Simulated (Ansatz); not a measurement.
**Pressure series in Ti**

The parent structure is Ti in the hcp (Mg type) structure (space group P6_3/mmc, No. 194; a = 2.901 Å, c = 4.591 Å).

Cell and atoms are relaxed at each pressure.

Level of theory: PBEsol (Ansatz, a quantum-chemistry and plane-wave program), no SOC.

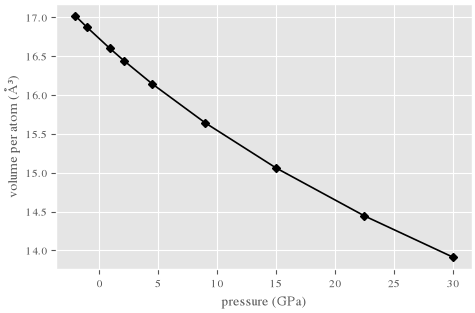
Volume against pressure

Q: Estimate the zero-pressure bulk modulus from the plot.

A: About 120 GPa; a third-order Birch–Murnaghan fit to the points gives V₀ = 16.73 Å³/atom, B₀ = 120 GPa and B₀′ = 3.4.

Load acts through the strain it causes; cell and atoms are relaxed under it. Whether these cells are dynamically stable was not tested. Competing high-pressure phases were not computed. All final runs are without spin polarisation.
